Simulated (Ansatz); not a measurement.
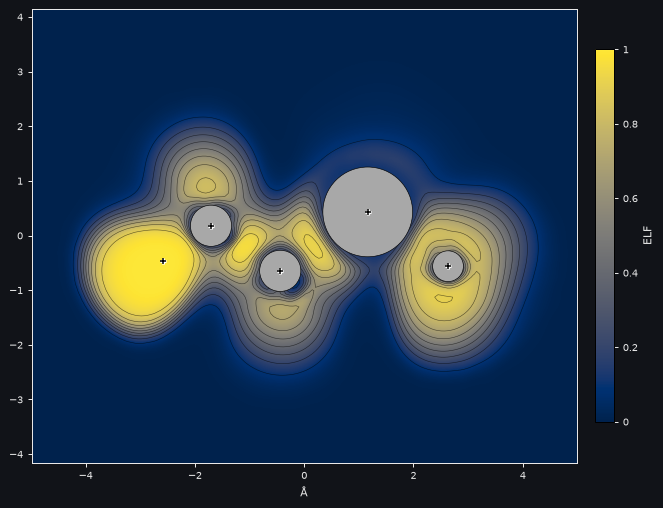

The ELF on a plane through atoms (crosses mark nuclei in the plane; grey discs cover the cores).

Computed with Ansatz 0.2.0, RKS PBE0-D4/def2-TZVPP.

Candidates:
A. BH₈NO₂Si₂ (SMILES NB(O[SiH3])O[SiH3])
B. F₅HOW (SMILES [OH][W]([F])([F])([F])([F])[F])
C. C₂H₈GeO₃ (SMILES C[CH2][Ge]([OH])([OH])[OH])

Which candidate gave the map?

Candidate C: C₂H₈GeO₃ on the plane of atoms C2, Ge3 and O6, which holds C, Ge, O and H. C–C (1.52 Å): the ELF peaks at about 0.95 between the atoms (a covalent bond). Ge–O (1.77 Å): the ELF peaks at about 0.85 in the valence shell of O, 0.6 Å from its nucleus, and is about 0.35 at the midpoint.
